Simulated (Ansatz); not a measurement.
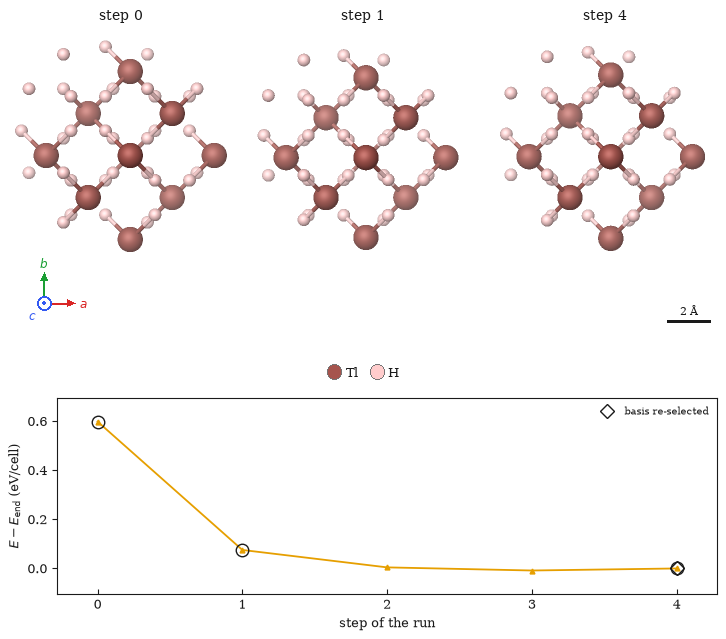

Frames of a relaxation of a crystal of TlH4 (a generated structure, set up in Fd-3m) (coarse preliminary run), marked on the history of the run. Style: ball-and-stick. Shown: the atoms within 5.0 Å of the atom that moves most (axes of the conventional cell (4 times the calculation's cell)), along the c axis. Lengths and directions refer to the drawn axes.

Computed with Ansatz 0.2.0, DFT PBE, scalar-relativistic, plane waves, PAW. (plane-wave cutoff 420 eV; k-point mesh 4 × 4 × 4; occupations gaussian; smearing width 0.1 eV; no spin polarisation; cell and atoms relaxed; force threshold 0.04 eV/Å; at most 70 steps)

Describe the path.

Answer. The largest moves relative to the cell, 0.11 Å, are those of H atoms. Tl stays in place. The volume changes by −8.0 %, with a = b = c 7.911 → 7.695 Å (−2.7 %). Among the contacts that change: H–Tl 2.021 → 1.851 Å. The space group stays Fd-3m (No. 227). The energy falls by 0.598 eV per cell of the calculation in 3 accepted moves (4 points after the start). The largest force component goes from 0.37 to 0.016 eV/Å. Pressure: −6.71 GPa at the start and 0.06 GPa at the end. The SCF was repeated once at an unchanged geometry on a basis and grid sized afresh for the cell, which shifted the energy by 8.3 meV per cell of the calculation at most. Cost: 19 s on 1 thread of Intel(R) Xeon(R) Processor @ 2.70GHz, with other jobs on the host, peak memory 0.38 GiB. From step 0 to 1: H atoms move most (0.11 Å), volume −14.2 %, energy −0.523 eV per cell of the calculation. From step 1 to 4: volume +7.2 %, energy −75.4 meV per cell of the calculation.

```
step  E − E(0), meV/atom  largest force component, eV/Å  pressure, GPa  volume, Å³/atom                      note
   0                0.00                         0.3713          -6.71           12.379                          
   1              -52.31                         0.1767           3.93           10.625                          
   2              -59.41                         0.0747          -0.82           11.378                          
   3              -60.68                         0.0158           0.11           11.391                          
   4              -59.85                         0.0157           0.06           11.391  same geometry, new basis
```
